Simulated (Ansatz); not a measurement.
## Geometry relaxation of C$_{2}$H$_{5}$As (charge +1)

C$_{2}$H$_{5}$As, charge +1, multiplicity 2, computed with UKS wB97/def2-mTZVP (Ansatz 0.2.0).

The run did not end well. The geometry comes from this level: PBE0-D4/def2-TZVP.

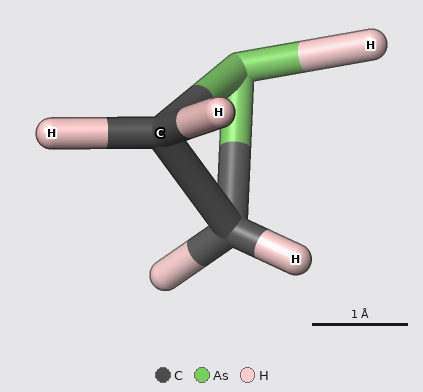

The input geometry (stick view, seen at a tilt).

### The input
```yaml
crystal:
  periodic: [false, false, false]
  atoms:
    - {symbol: C, position_ang: [-0.679181, 0.277367, -0.398304]}
    - {symbol: C, position_ang: [0.773791, 0.362944, 0.113204]}
    - {symbol: As, position_ang: [-0.231293, -0.708405, 1.313002]}
    - {symbol: H, position_ang: [-0.709617, -0.389587, -1.339146]}
    - {symbol: H, position_ang: [-1.412391, 1.170330, -0.418618]}
    - {symbol: H, position_ang: [0.842440, 1.228922, 0.563480]}
    - {symbol: H, position_ang: [1.325727, 0.008421, -0.396021]}
    - {symbol: H, position_ang: [0.261363, -1.987953, 0.567623]}
basis:
  gaussian: {orbitals: def2-mTZVP}
total_charge: 1
magnetization: {spin_polarized: true, initial_magnetization: 1}
hamiltonian: {xc: {name: wB97}}
accuracy: high
relax: {f_tol: 0.0001, max_steps: 2}
```

Launched with:
```bash
ansatz run in.yaml --threads 2 --pin off --events-out ev --progress --plain --max-ram 4352MiB
```

### Output
```
Functional definition: wB97
  name "wB97"
  cite "Chai & Head-Gordon, J. Chem. Phys. 128, 084106 (2008) doi:10.1063/1.2834918"
  cite "Becke, J. Chem. Phys. 107, 8554 (1997) doi:10.1063/1.475007"
  parameter omega = 0.4/bohr
  parameter cx1 = 1.13116
  parameter cx2 = -2.74915
  parameter cx3 = 12.0900
  parameter cx4 = -5.71642
  parameter css1 = -2.55352
  parameter css2 = 11.8926
  parameter css3 = -26.9452
  parameter css4 = 17.0927
  parameter cos1 = 3.99051
  parameter cos2 = -17.0066
  parameter cos3 = 1.07292
  parameter cos4 = 8.88211
  # The coefficients of nought are those of the uniform gas.
  exchange = spin_sum(e_x_unif_sr(omega)*poly(b97_u_x, 1, cx1, cx2, cx3, cx4)) + exact_x_lr(omega)
  correlation = spin_sum(e_c_pw_same_spin*poly(b97_u_same, 1, css1, css2, css3, css4))
      + integral(e_c_pw_opposite_spin*poly(b97_u_opposite, 1, cos1, cos2, cos3, cos4))
1891 factors; integrals over basis functions are off by at most 3.0e-9 eV
491 factors; integrals over basis functions are off by at most 9.9e-10 eV
mean field evaluation 1: about -62975.2089 eV, gradient 5.0e1 eV
mean field evaluation 2: about -62967.8303 eV, gradient 6.2e1 eV
mean field evaluation 4: about -62987.5898 eV, gradient 3.6e0 eV
mean field evaluation 8: about -62987.9197 eV, gradient 6.6e-1 eV
mean field evaluation 16: about -62988.0272 eV, gradient 4.0e-2 eV
mean field evaluation 32: about -62988.0273 eV, gradient 3.5e-6 eV
mean field -62988.02727678 eV, -2314.7673076034 hartree, gradient 6.6e-8 eV, S^2 0.763107; 2 other end points of the search recorded, 0 dependent functions left out
the calculation of the forces begins
reference -62988.02727594 eV, -2314.7673075725 hartree; 25, 24 occupied and 64, 65 virtual orbitals, 1891 factors
relax step   1: F+E_penalty+E_count = -62988.02727678 eV  Δ(F+E_penalty+E_count) = +0.000e0 eV  max|allowed force component| = 1.597e1 eV/Å  Δτ_max = 0.0000 Å  (71 SCF iters, accepted)
these checks for a lower state are left out or cut short: starts, cluster_reference, orbital_swaps, neighbouring_geometries, increment
1896 factors; integrals over basis functions are off by at most 4.0e-9 eV
491 factors; integrals over basis functions are off by at most 1.8e-9 eV
mean field -62990.76518973 eV, -2314.8679240486 hartree, gradient 2.4e-8 eV, S^2 0.760925; 0 other end points of the search recorded, 0 dependent functions left out
the calculation of the forces begins
reference -62990.76518889 eV, -2314.8679240176 hartree; 25, 24 occupied and 64, 65 virtual orbitals, 1896 factors
relax step   2: F+E_penalty+E_count = -62990.76518973 eV  Δ(F+E_penalty+E_count) = -2.738e0 eV  max|allowed force component| = 3.584e0 eV/Å  Δτ_max = 0.1911 Å  (64 SCF iters, accepted)
```

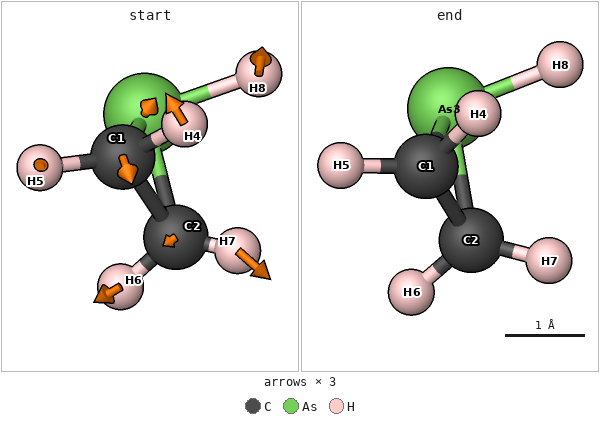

Before (left) and after (right) the relaxation, at one scale (ball-and-stick view, seen at a tilt). The orange arrows give the displacements, magnified 3 times. The relaxation stopped without meeting its thresholds, so the last structure isn't shown to be converged. After 1 geometry step the energy has fallen by 264.2 kJ/mol. Largest force component: 16 eV/Å at the start, 3.6 eV/Å at the end. H7 moves most after the best rigid fit: 0.19 Å. Largest moves by element: H 0.19 Å, C 0.17 Å, As 0.12 Å. Among the contacts that change: C2–H7 0.830 → 1.041 Å, C1–As3 2.025 → 2.113 Å, C2–H6 0.978 → 1.060 Å, C2–As3 1.897 → 1.939 Å. Among the angles that change: C2–C1–H4 109.1° → 121.9°, As3–C1–H4 114.4° → 103.7°, As3–C1–H5 122.1° → 111.4°. (Atoms are counted from 1 in the order of the input.)

```
Error: geometry relaxation did not converge after 2 steps: max|allowed force component| = 3.58e0 eV/Å (threshold 1.0e-4). Raise `relax.max_steps` over both its present limit and 2, loosen `relax.f_tol`, or start from a geometry closer to equilibrium. Where this run's directory can be resumed (`checkpoint.write`), a resume goes on for up to `relax.max_steps` more
```

### Trajectory as extended XYZ (Å, eV, eV/Å), 2 frames, from step=1 to step=2
```
8
Properties=species:S:1:pos:R:3:forces:R:3 step=1 energy=-62988.02728
C    -0.6792    0.2774   -0.3983    1.0443   1.6409  -3.7065
C     0.7738    0.3629    0.1132  -15.9696   4.9165   9.1714
As   -0.2313   -0.7084    1.3130    0.0375  -2.4781   0.9742
H    -0.7096   -0.3896   -1.3391   -0.7198   0.7224   1.8342
H    -1.4124    1.1703   -0.4186    1.1911  -1.7226   0.6386
H     0.8424    1.2289    0.5635    1.2415   4.7554   2.1351
H     1.3257    0.0084   -0.3960   13.4371  -8.3058 -11.8158
H     0.2614   -1.9880    0.5676   -0.2621   0.4713   0.7689
8
Properties=species:S:1:pos:R:3:forces:R:3 step=2 energy=-62990.76519
C    -0.6071    0.3593   -0.5241    0.1590  -0.1899  -0.8089
C     0.7570    0.4330    0.1165   -3.5837   0.1685  -1.2657
As   -0.2753   -0.7751    1.2279   -0.5823  -1.0967   1.4546
H    -0.8619   -0.4284   -1.3112    0.5366   1.1594   0.9909
H    -1.4063    1.1306   -0.3663    0.9304  -0.7437   0.0379
H     0.8324    1.3453    0.6517    0.7765   0.8796   0.4373
H     1.5002    0.0061   -0.4738    1.6382  -0.5625  -0.6604
H     0.2317   -2.1088    0.6845    0.1254   0.3852  -0.1857
```

### Outcome

- outcome: not converged
- hardware: 2 threads of Arm Neoverse V1, 23 GiB of memory available, shared host
- wall time: 57 s (CPU time 1.9 min)
- peak memory: 0.68 GiB

### What went wrong

The input was spoiled on purpose: the optimiser is allowed too few steps. The run did not converge: “geometry relaxation did not converge after 2 steps: max|allowed force component| = 3.58e0 eV/Å (threshold 1.0e-4). Raise `relax.max_steps` over both its present limit and 2, loosen `relax.f_tol`, or start from a geometry closer to equilibrium …” Its last values are not results.
